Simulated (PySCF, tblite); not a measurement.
**CH6B2: dynamics, then NMR shifts and electronic excitations on frames**

How do NMR shifts and electronic excitations of CH6B2 (`BCB`) change as the atoms move?

The runs use tblite 0.8.0 and PySCF 2.14.0, with density-fitted response routines of our own; the level of theory stands in each step. All values are computed, except where a source is named. Atoms are numbered from 0 throughout.

**1. The starting structure**

9 atoms, charge 0, multiplicity 1; geometry from: GFN2-xTB.

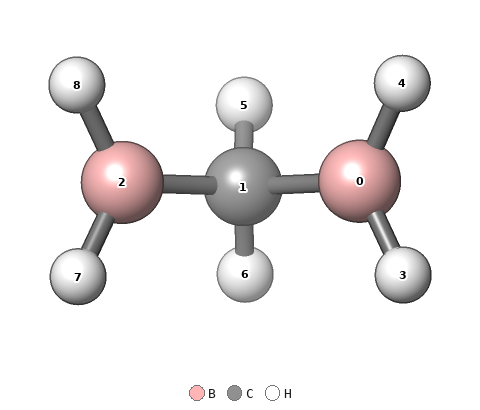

The starting geometry (boron pink, carbon grey, hydrogen white), atoms numbered; sticks join atoms by distance.

**2. Thermal motion with GFN2-xTB**

Job settings and geometry (Å):

```
{"job": {"kind": "md", "xc": "GFN2-xTB", "basis": "xTB", "temperature": 200, "steps": 2000, "every": 50, "frames": 5}, "charge": 0, "multiplicity": 1}
B     -0.589784     1.113952    -0.238786
C     -0.492383    -0.429512     0.021596
B      1.035928    -0.727164     0.211276
H     -0.526523     1.533375    -1.329149
H     -0.708853     1.855956     0.657560
H     -1.044598    -0.697864     0.920862
H     -0.884087    -0.981038    -0.831656
H      1.704827    -0.987793    -0.712509
H      1.519035    -0.673917     1.275626
```

Level: GFN2-xTB Langevin dynamics, gas phase.

Started as:

```
$ OMP_NUM_THREADS=1 python probes_run.py task.json out
```

The driver reads the jobs from task.json and runs them one after another.

Log:

```text
t/fs     T/K      E/eV
    0.0   186.1   -207.78719
   25.0   157.3   -207.65916
   50.0   171.2   -207.67603
   75.0   180.0   -207.66394
  100.0   139.1   -207.62281
  125.0   119.5   -207.61303
  150.0   137.0   -207.63731
  175.0   177.1   -207.61965
  200.0   143.5   -207.57726
  225.0   261.3   -207.59239
  250.0   345.0   -207.51276
  275.0   246.7   -207.49074
  300.0   327.6   -207.55654
  325.0   178.4   -207.51132
  350.0   203.8   -207.53789
  375.0   185.7   -207.61979
  400.0   140.3   -207.57587
  425.0   191.4   -207.65939
  450.0   211.1   -207.61704
  475.0   176.6   -207.65720
  500.0   287.7   -207.67401
  525.0   226.8   -207.61796
  550.0   239.2   -207.63341
  575.0   248.8   -207.63569
  600.0   291.8   -207.63433
  625.0   142.1   -207.56766
  650.0   141.1   -207.59542
  675.0   169.9   -207.57075
  700.0   182.0   -207.57438
  725.0   238.1   -207.62286
  750.0   198.5   -207.70586
  775.0   225.9   -207.68116
  800.0   163.3   -207.61247
  825.0   144.3   -207.61817
  850.0   156.0   -207.61445
  875.0   187.9   -207.64363
  900.0   242.8   -207.59529
  925.0   223.2   -207.67294
  950.0   220.8   -207.60499
  975.0   123.3   -207.52421
 1000.0   191.9   -207.66007
```

Wall time 5.5 s (1 thread of Intel Xeon 6975P-C, shared host); peak memory 0.19 GiB.

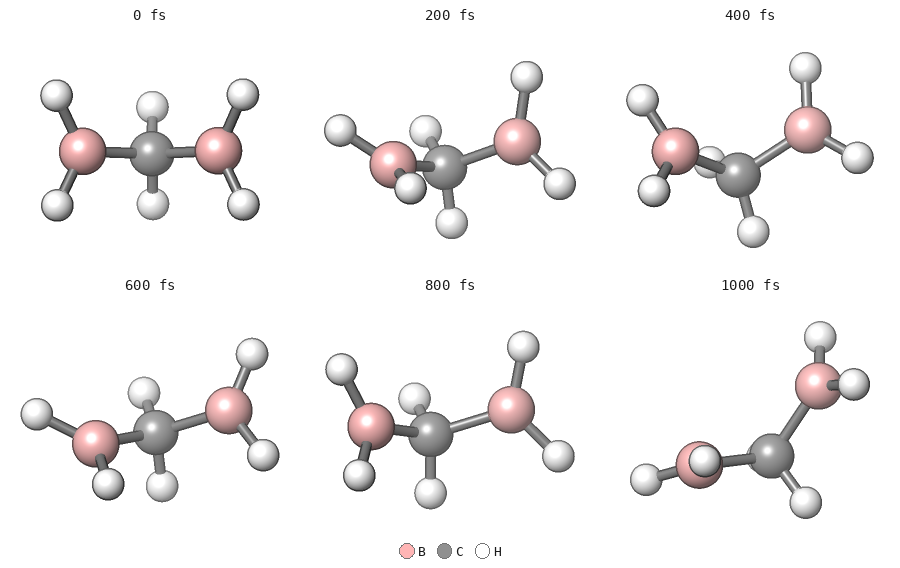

Frames of the run.

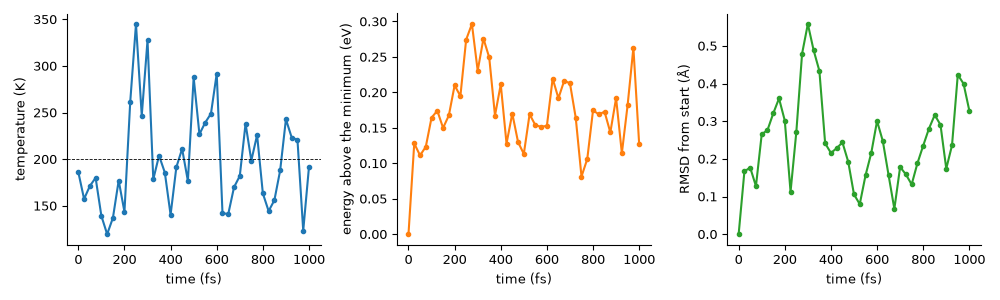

Temperature, potential energy and distance from the start.

Positions (Å) and forces (eV/Å) at 1000 fs:

```xyz
9

B    -2.304    1.107    0.892    0.103   -0.037   -0.280
C    -1.926   -0.012   -0.179   -0.160    0.444    0.333
B    -0.389   -0.429   -0.177   -1.379    0.218   -0.090
H    -1.990    2.247    0.706   -0.154   -0.616    0.199
H    -2.953    0.784    1.832    0.290    0.243   -0.246
H    -2.621   -0.861   -0.064    0.422    0.270   -0.388
H    -2.056    0.487   -1.163    0.007   -0.431    0.394
H     0.382    0.412   -0.232    0.591    0.394   -0.017
H    -0.121   -1.545   -0.214    0.280   -0.485    0.093
```

**3. Nuclear shieldings: 250 fs, PBE0/pcSseg-1**

Job settings and geometry (Å):

```
{"job": {"kind": "nmr", "xc": "PBE0", "basis": "pcSseg-1", "pop": false}, "charge": 0, "multiplicity": 1}
B     -0.967800     0.492500     0.239900
C     -0.264400    -0.897900     0.025400
B      1.319300    -0.812900     0.232900
H     -1.325700     1.186400    -0.666100
H     -1.452300     0.962300     1.228900
H     -0.544900    -1.501800     0.865200
H     -0.554700    -1.276600    -0.951100
H      2.036200    -1.120600    -0.655100
H      1.820200    -0.418300     1.150900
```

Level: GIAO PBE0/pcSseg-1 NMR shielding, non-relativistic, gas phase.

Log:

```text
coarse grid: 6984 points
cycle   1  E = -91.1725802309  dE = -6.092e-02  |g| = 2.843e-01  |ddm| = 2.341e+00
cycle   2  E = -91.1729332899  dE = -3.531e-04  |g| = 2.918e-01  |ddm| = 4.440e-01
cycle   3  E = -91.1951651894  dE = -2.223e-02  |g| = 2.603e-02  |ddm| = 2.371e-01
cycle   4  E = -91.1953621882  dE = -1.970e-04  |g| = 5.604e-03  |ddm| = 3.316e-02
cycle   5  E = -91.1953723536  dE = -1.017e-05  |g| = 1.547e-03  |ddm| = 7.714e-03
cycle   6  E = -91.1953730643  dE = -7.107e-07  |g| = 1.046e-04  |ddm| = 1.635e-03
final grid: 65856 points
cycle   7  E = -91.2104558063  dE = -2.235e-05  |g| = 5.321e-03  |ddm| = 1.533e-02
cycle   8  E = -91.2104546353  dE =  1.171e-06  |g| = 5.881e-03  |ddm| = 9.503e-03
cycle   9  E = -91.2104638422  dE = -9.207e-06  |g| = 4.208e-04  |ddm| = 4.690e-03
cycle  10  E = -91.2104638937  dE = -5.156e-08  |g| = 5.954e-05  |ddm| = 4.008e-04
cycle  11  E = -91.2104638948  dE = -1.018e-09  |g| = 1.163e-05  |ddm| = 6.338e-05
cycle  12  E = -91.2104638948  dE = -3.877e-11  |g| = 1.927e-06  |ddm| = 1.578e-05
converged SCF energy = -91.2104638948

GIAO shielding tensors (ppm)
atom      isotropic    diamagn.    paramagn.     s11        s22        s33       span
  0 B       11.412     191.283    -179.871    -51.463    -47.189    132.889    184.352
  1 C      132.336     254.745    -122.409     45.307    145.597    206.105    160.798
  2 B       13.332     191.789    -178.457    -59.080    -39.123    138.199    197.279
  3 H       23.636      29.576      -5.940     17.255     26.380     27.274     10.018
  4 H       22.961      29.217      -6.257     15.904     25.656     27.322     11.419
  5 H       28.678      30.459      -1.781     25.287     28.421     32.325      7.037
  6 H       27.101      31.036      -3.935     26.115     26.608     28.581      2.466
  7 H       23.576      29.262      -5.685     16.691     26.781     27.256     10.565
  8 H       23.801      30.599      -6.798     14.923     27.500     28.979     14.056
```

Wall time 3.3 s (1 thread of Intel Xeon 6975P-C, shared host); peak memory 0.38 GiB.

Shifts follow as δ = σ(reference) − σ, with reference shieldings (ppm) from runs at the same level and on the same kind of geometry: 1H TMS 31.72, 13C TMS 186.9, 11B BF3·OEt2 100.1. The references are single molecules in the gas phase. Each atom is listed at this fixed geometry, with no averaging over motion; a spectrum would average atoms that exchange fast.

```
atoms                           environment  σ (ppm)  δ (ppm)
   C1                 sp3 CH2 bonded to 2 B    132.3     54.6
   H4       hydrogen on a boron bonded to C    22.96     8.76
   H7       hydrogen on a boron bonded to C    23.58     8.14
   H3       hydrogen on a boron bonded to C    23.64     8.08
   H8       hydrogen on a boron bonded to C    23.80     7.92
   H6  hydrogen on an sp3 CH2 bonded to 2 B    27.10     4.62
   H5  hydrogen on an sp3 CH2 bonded to 2 B    28.68     3.04
   B0                boron bonded to C, 2 H     11.4     88.7
   B2                boron bonded to C, 2 H     13.3     86.7
```

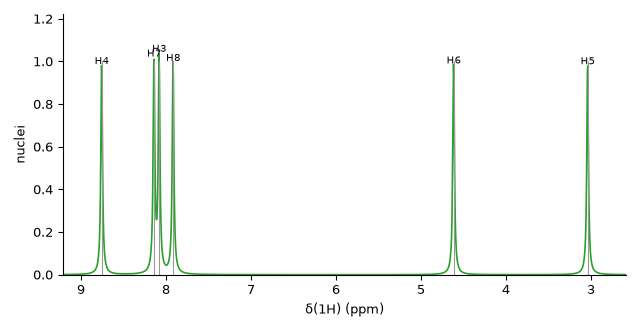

1H lines at the computed shifts, without couplings. Lines are broadened to a width of 0.02 ppm (Lorentzian).

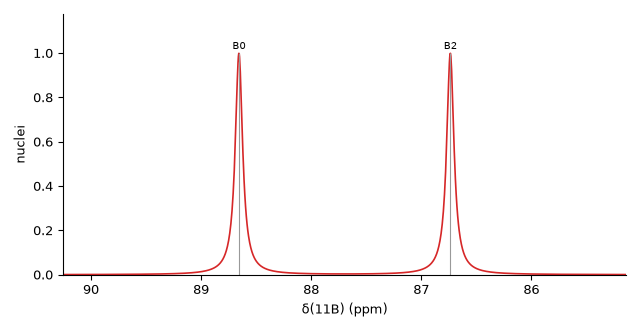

11B lines at the computed shifts, without couplings. Lines are broadened to a width of 0.08 ppm (Lorentzian).

**4. TDDFT and polarisability: 250 fs, PBE0/def2-SVPD**

Settings changed since step 3:

```diff
@@ -1,2 +1,2 @@
-{"job": {"kind": "nmr", "xc": "PBE0", "basis": "pcSseg-1", "pop": false}, "charge": 0, "multiplicity": 1}
+{"job": {"kind": "uv", "xc": "PBE0", "basis": "def2-SVPD", "nstates": 5, "ntriplets": 0}, "charge": 0, "multiplicity": 1}
 B     -0.967800     0.492500     0.239900
```

Method: TDDFT PBE0/def2-SVPD, vertical, gas phase, core orbitals frozen in the response.

Log:

```text
coarse grid: 6984 points
cycle   1  E = -91.1217919020  dE = -8.140e-02  |g| = 2.775e-01  |ddm| = 3.219e+00
cycle   2  E = -91.1225373268  dE = -7.454e-04  |g| = 2.806e-01  |ddm| = 6.555e-01
cycle   3  E = -91.1435183351  dE = -2.098e-02  |g| = 2.625e-02  |ddm| = 2.917e-01
cycle   4  E = -91.1437278439  dE = -2.095e-04  |g| = 5.133e-03  |ddm| = 4.504e-02
cycle   5  E = -91.1437368667  dE = -9.023e-06  |g| = 1.559e-03  |ddm| = 1.217e-02
final grid: 65856 points
cycle   6  E = -91.1587623051  dE = -1.938e-05  |g| = 4.960e-03  |ddm| = 3.971e-02
cycle   7  E = -91.1587603965  dE =  1.909e-06  |g| = 5.718e-03  |ddm| = 1.132e-02
cycle   8  E = -91.1587691902  dE = -8.794e-06  |g| = 2.405e-04  |ddm| = 5.681e-03
cycle   9  E = -91.1587692082  dE = -1.800e-08  |g| = 4.616e-05  |ddm| = 5.162e-04
cycle  10  E = -91.1587692089  dE = -6.998e-10  |g| = 1.526e-05  |ddm| = 1.083e-04
converged SCF energy = -91.1587692089

Static polarisability (au): isotropic 42.333, principal 36.489 39.506 51.003

Singlet excitations
state   eV       nm        f      main configurations
  1   5.1628    240.1   0.00029   H->L 0.92
  2   5.4971    225.5   0.01067   H-1->L 0.85, H->L+1 0.10
  3   6.1894    200.3   0.00956   H-2->L 0.75, H->L+1 0.10
  4   6.3916    194.0   0.00694   H->L+1 0.44, H-1->L+1 0.18, H-2->L 0.15
  5   6.5632    188.9   0.00288   H-1->L+1 0.55, H->L+1 0.27, H-3->L 0.09
```

Wall time 3.6 s (1 thread of Intel Xeon 6975P-C, shared host); peak memory 0.47 GiB.

The orbitals next to the gap, with their largest atomic shares:

```
orbital      eV                      atoms
 HOMO−3  -10.40  C1 32 %, B0 23 %, B2 15 %
 HOMO−2   -9.90  B2 36 %, C1 28 %, H8 20 %
 HOMO−1   -9.11  C1 23 %, B0 22 %, B2 22 %
   HOMO   -8.69  B0 33 %, H4 19 %, H3 15 %
   LUMO   -1.89  B2 32 %, B0 26 %, C1 17 %
 LUMO+1   -0.83   B0 33 %, B2 31 %, C1 8 %
 LUMO+2    0.78   B0 36 %, B2 35 %, C1 7 %
```

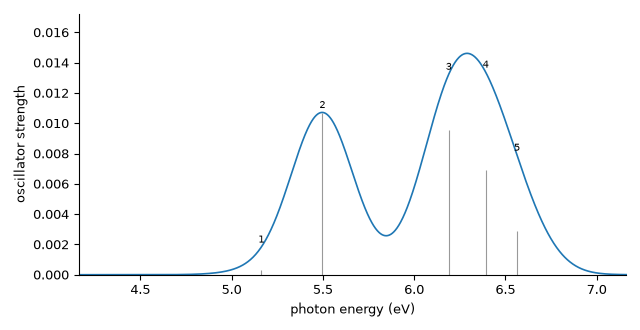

Absorption spectrum from the 5 singlet states computed; above the last one it falls off for lack of states. Lines are broadened to a width of 0.40 eV (Gaussian).

Ground-state properties from the same run:

```
           property  computed
  dipole moment (D)      0.72
polarisability (Å³)      6.27
 HOMO–LUMO gap (eV)      6.80
      −ε(HOMO) (eV)      8.69
```

**5. Nuclear shieldings: 425 fs, PBE0/pcSseg-1**

Job settings and geometry (Å):

```
{"job": {"kind": "nmr", "xc": "PBE0", "basis": "pcSseg-1", "pop": false}, "charge": 0, "multiplicity": 1}
B     -0.984700     0.191000     0.095600
C     -0.294700    -1.163700    -0.458900
B      1.170800    -1.162000     0.078000
H     -1.465700     0.950100    -0.637700
H     -1.116900     0.408700     1.243000
H     -0.908000    -1.914700     0.052700
H     -0.439800    -1.228200    -1.520900
H      2.054800    -0.855700    -0.638600
H      1.494600    -1.414700     1.122400
```

Level: GIAO PBE0/pcSseg-1 NMR shielding, non-relativistic, gas phase.

Log:

```text
coarse grid: 6984 points
cycle   1  E = -91.1771450217  dE = -5.468e-02  |g| = 2.877e-01  |ddm| = 2.346e+00
cycle   2  E = -91.1766278472  dE =  5.172e-04  |g| = 3.010e-01  |ddm| = 4.632e-01
cycle   3  E = -91.2005792041  dE = -2.395e-02  |g| = 2.495e-02  |ddm| = 2.478e-01
cycle   4  E = -91.2007545037  dE = -1.753e-04  |g| = 6.615e-03  |ddm| = 3.190e-02
cycle   5  E = -91.2007686496  dE = -1.415e-05  |g| = 1.587e-03  |ddm| = 8.475e-03
cycle   6  E = -91.2007693750  dE = -7.254e-07  |g| = 1.669e-04  |ddm| = 1.638e-03
final grid: 65856 points
cycle   7  E = -91.2153913131  dE = -2.548e-05  |g| = 5.346e-03  |ddm| = 1.664e-02
cycle   8  E = -91.2153903138  dE =  9.993e-07  |g| = 5.859e-03  |ddm| = 9.495e-03
cycle   9  E = -91.2153994785  dE = -9.165e-06  |g| = 4.589e-04  |ddm| = 4.714e-03
cycle  10  E = -91.2153995380  dE = -5.950e-08  |g| = 6.785e-05  |ddm| = 4.214e-04
cycle  11  E = -91.2153995393  dE = -1.318e-09  |g| = 1.326e-05  |ddm| = 7.636e-05
cycle  12  E = -91.2153995394  dE = -5.252e-11  |g| = 1.344e-06  |ddm| = 1.719e-05
converged SCF energy = -91.2153995394

GIAO shielding tensors (ppm)
atom      isotropic    diamagn.    paramagn.     s11        s22        s33       span
  0 B        8.543     193.461    -184.919    -67.963    -40.732    134.322    202.285
  1 C      124.562     254.806    -130.244     31.311    143.166    199.209    167.898
  2 B       16.308     191.374    -175.066    -54.459    -33.097    136.480    190.939
  3 H       23.376      30.410      -7.035     15.318     27.235     27.574     12.256
  4 H       23.352      30.254      -6.903     15.276     26.847     27.932     12.656
  5 H       28.681      29.623      -0.942     24.992     28.414     32.637      7.645
  6 H       27.151      31.512      -4.361     26.723     26.893     27.837      1.114
  7 H       24.180      29.597      -5.417     17.707     27.270     27.564      9.858
  8 H       23.620      30.568      -6.948     15.151     26.906     28.803     13.653
```

Wall time 3.2 s (1 thread of Intel Xeon 6975P-C, shared host); peak memory 0.4 GiB.

This run: δ C1 62.4, B0 91.5, B2 83.8, H4 8.37, H3 8.34 ppm.

**6. Excited states and response: 425 fs, PBE0/def2-SVPD**

Settings changed since step 5:

```diff
@@ -1,2 +1,2 @@
-{"job": {"kind": "nmr", "xc": "PBE0", "basis": "pcSseg-1", "pop": false}, "charge": 0, "multiplicity": 1}
+{"job": {"kind": "uv", "xc": "PBE0", "basis": "def2-SVPD", "nstates": 5, "ntriplets": 0}, "charge": 0, "multiplicity": 1}
 B     -0.984700     0.191000     0.095600
```

With the program's defaults for keys left out, this is: TDDFT PBE0/def2-SVPD, vertical, gas phase, core orbitals frozen in the response.

Log:

```text
coarse grid: 6984 points
cycle   1  E = -91.1260856222  dE = -7.486e-02  |g| = 2.806e-01  |ddm| = 3.279e+00
cycle   2  E = -91.1259101375  dE =  1.755e-04  |g| = 2.899e-01  |ddm| = 6.840e-01
cycle   3  E = -91.1486151657  dE = -2.271e-02  |g| = 2.494e-02  |ddm| = 2.994e-01
cycle   4  E = -91.1487995019  dE = -1.843e-04  |g| = 5.971e-03  |ddm| = 4.481e-02
cycle   5  E = -91.1488115909  dE = -1.209e-05  |g| = 1.656e-03  |ddm| = 1.384e-02
cycle   6  E = -91.1488124547  dE = -8.638e-07  |g| = 1.518e-04  |ddm| = 2.565e-03
final grid: 65856 points
cycle   7  E = -91.1633975916  dE = -2.335e-05  |g| = 5.184e-03  |ddm| = 4.221e-02
cycle   8  E = -91.1633963720  dE =  1.220e-06  |g| = 5.744e-03  |ddm| = 1.269e-02
cycle   9  E = -91.1634054409  dE = -9.069e-06  |g| = 4.022e-04  |ddm| = 6.005e-03
cycle  10  E = -91.1634054884  dE = -4.744e-08  |g| = 6.279e-05  |ddm| = 7.734e-04
cycle  11  E = -91.1634054896  dE = -1.246e-09  |g| = 1.594e-05  |ddm| = 1.159e-04
cycle  12  E = -91.1634054897  dE = -8.626e-11  |g| = 1.639e-06  |ddm| = 3.183e-05
converged SCF energy = -91.1634054897

Static polarisability (au): isotropic 41.716, principal 36.745 39.432 48.972

Singlet excitations
state   eV       nm        f      main configurations
  1   5.3742    230.7   0.01903   H->L 0.70, H-1->L 0.24
  2   5.3860    230.2   0.00117   H-1->L 0.70, H->L 0.24
  3   5.8559    211.7   0.00199   H-2->L 0.89
  4   6.6169    187.4   0.00579   H-3->L 0.47, H-1->L+1 0.30, H->L+1 0.18
  5   6.9448    178.5   0.00567   H->L+1 0.73, H-3->L 0.12
```

Wall time 3.5 s (1 thread of Intel Xeon 6975P-C, shared host); peak memory 0.48 GiB.

In short: HOMO -9.03 eV, LUMO -2.04 eV; lowest singlet 5.37 eV.

**7. Nuclear shieldings: 625 fs, PBE0/pcSseg-1**

Job settings and geometry (Å):

```
{"job": {"kind": "nmr", "xc": "PBE0", "basis": "pcSseg-1", "pop": false}, "charge": 0, "multiplicity": 1}
B     -1.528400     0.552300     0.210200
C     -1.035900    -0.985200     0.064300
B      0.477400    -1.044100    -0.017600
H     -1.620600     1.213300    -0.761300
H     -1.620700     1.031500     1.223500
H     -1.457400    -1.556800     0.907500
H     -1.537700    -1.313600    -0.820700
H      1.142200    -0.555900    -0.897800
H      1.070500    -1.760300     0.762300
```

Level: GIAO PBE0/pcSseg-1 NMR shielding, non-relativistic, gas phase.

Log:

```text
coarse grid: 6984 points
cycle   1  E = -91.1713095481  dE = -4.328e-02  |g| = 3.068e-01  |ddm| = 2.347e+00
cycle   2  E = -91.1688867514  dE =  2.423e-03  |g| = 3.273e-01  |ddm| = 4.901e-01
cycle   3  E = -91.1971715561  dE = -2.828e-02  |g| = 2.296e-02  |ddm| = 2.680e-01
cycle   4  E = -91.1973233997  dE = -1.518e-04  |g| = 5.651e-03  |ddm| = 2.998e-02
cycle   5  E = -91.1973338366  dE = -1.044e-05  |g| = 1.619e-03  |ddm| = 7.869e-03
cycle   6  E = -91.1973346244  dE = -7.877e-07  |g| = 2.045e-04  |ddm| = 1.813e-03
final grid: 65856 points
cycle   7  E = -91.2125162325  dE = -2.056e-05  |g| = 5.294e-03  |ddm| = 1.483e-02
cycle   8  E = -91.2125150793  dE =  1.153e-06  |g| = 5.846e-03  |ddm| = 9.412e-03
cycle   9  E = -91.2125241460  dE = -9.067e-06  |g| = 4.051e-04  |ddm| = 4.663e-03
cycle  10  E = -91.2125241934  dE = -4.735e-08  |g| = 6.247e-05  |ddm| = 3.914e-04
cycle  11  E = -91.2125241945  dE = -1.138e-09  |g| = 1.571e-05  |ddm| = 7.241e-05
cycle  12  E = -91.2125241946  dE = -7.398e-11  |g| = 4.247e-06  |ddm| = 2.091e-05
converged SCF energy = -91.2125241946

GIAO shielding tensors (ppm)
atom      isotropic    diamagn.    paramagn.     s11        s22        s33       span
  0 B        6.473     194.444    -187.971    -70.935    -41.047    131.403    202.338
  1 C      131.067     254.345    -123.277     45.196    150.476    197.530    152.334
  2 B       16.034     191.125    -175.090    -56.281    -31.386    135.771    192.052
  3 H       23.060      30.094      -7.033     14.846     26.617     27.718     12.872
  4 H       23.679      31.013      -7.334     14.506     27.991     28.540     14.034
  5 H       27.445      30.140      -2.695     26.204     27.145     28.985      2.782
  6 H       28.950      30.697      -1.748     25.255     28.892     32.702      7.447
  7 H       23.681      29.205      -5.524     17.295     26.354     27.393     10.098
  8 H       23.495      28.903      -5.408     17.355     26.359     26.771      9.417
```

It took 2.8 s on 1 thread of Intel Xeon 6975P-C, shared host; peak memory 0.48 GiB.

This run: δ C1 55.9, B0 93.6, B2 84.0, H3 8.66, H8 8.22 ppm.

**8. TDDFT and polarisability: 625 fs, PBE0/def2-SVPD**

Settings changed since step 7:

```diff
@@ -1,2 +1,2 @@
-{"job": {"kind": "nmr", "xc": "PBE0", "basis": "pcSseg-1", "pop": false}, "charge": 0, "multiplicity": 1}
+{"job": {"kind": "uv", "xc": "PBE0", "basis": "def2-SVPD", "nstates": 5, "ntriplets": 0}, "charge": 0, "multiplicity": 1}
 B     -1.528400     0.552300     0.210200
```

With the program's defaults for keys left out, this is: TDDFT PBE0/def2-SVPD, vertical, gas phase, core orbitals frozen in the response.

Log:

```text
coarse grid: 6984 points
cycle   1  E = -91.1204846190  dE = -6.355e-02  |g| = 2.992e-01  |ddm| = 3.242e+00
cycle   2  E = -91.1184698901  dE =  2.015e-03  |g| = 3.160e-01  |ddm| = 6.958e-01
cycle   3  E = -91.1454270166  dE = -2.696e-02  |g| = 2.320e-02  |ddm| = 3.181e-01
cycle   4  E = -91.1455903799  dE = -1.634e-04  |g| = 5.182e-03  |ddm| = 4.269e-02
cycle   5  E = -91.1455994742  dE = -9.094e-06  |g| = 1.683e-03  |ddm| = 1.238e-02
final grid: 65856 points
cycle   6  E = -91.1607168633  dE = -1.811e-05  |g| = 4.843e-03  |ddm| = 4.023e-02
cycle   7  E = -91.1607150264  dE =  1.837e-06  |g| = 5.583e-03  |ddm| = 1.091e-02
cycle   8  E = -91.1607234798  dE = -8.453e-06  |g| = 2.378e-04  |ddm| = 5.520e-03
cycle   9  E = -91.1607234973  dE = -1.749e-08  |g| = 4.330e-05  |ddm| = 5.147e-04
cycle  10  E = -91.1607234980  dE = -6.279e-10  |g| = 1.493e-05  |ddm| = 1.012e-04
converged SCF energy = -91.1607234980

Static polarisability (au): isotropic 42.123, principal 36.350 40.526 49.492

Singlet excitations
state   eV       nm        f      main configurations
  1   4.9173    252.1   0.00912   H->L 0.97
  2   5.6776    218.4   0.01242   H-1->L 0.93
  3   5.8383    212.4   0.00096   H-2->L 0.65, H->L+1 0.31
  4   6.3557    195.1   0.00169   H->L+1 0.51, H-2->L 0.24, H-3->L 0.13
  5   6.7512    183.6   0.00346   H-3->L 0.66, H->L+1 0.16, H-1->L+1 0.10
```

Wall time 3.3 s (1 thread of Intel Xeon 6975P-C, shared host); peak memory 0.48 GiB.

Key values: HOMO -8.58 eV, LUMO -2.06 eV; lowest singlet 4.92 eV.

[end of part 1 of 2]
